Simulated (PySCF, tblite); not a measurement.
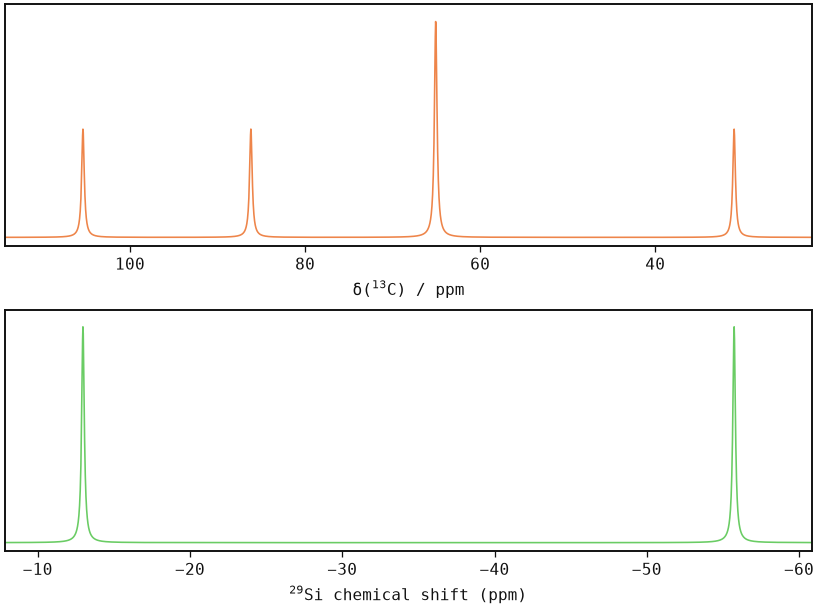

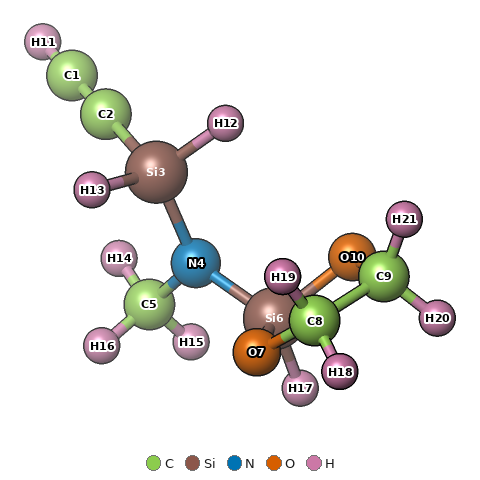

Spectrum and numbered structure of C₅H₁₁NO₂Si₂, SMILES C#C[SiH2]N(C)[SiH]1OCCO1. GIAO shifts, PBE0/pcSseg-1, PySCF, at a GFN2-xTB geometry (a minimum by its frequencies), against TMS for ¹³C and TMS for ²⁹Si computed at the same level. Gas phase, fully decoupled, line heights follow the number of nuclei, widths are arbitrary (no quadrupolar broadening); values of one conformer, averaged over nuclei that symmetry, rotation about single bonds, ring flips or inversion at nitrogen exchange, these motions taken as fast; other conformers aren't averaged in.

Assign the ¹³C signals to the numbered atoms.

Answer.
| δ (ppm) | nuclei | atoms |
| --- | --- | --- |
| 105.4 | 1 | C1 |
| 86.2 | 1 | C2 |
| 65.1 | 2 | C8, C9 |
| 31.0 | 1 | C5 |

Which atoms give which ²⁹Si line?

Answer.
```
δ (ppm)  nuclei  atoms
  −13.0       1    Si6
  −55.7       1    Si3
```

Known limits of this run: the tight-binding geometry is rougher than a DFT one and adds to the error.
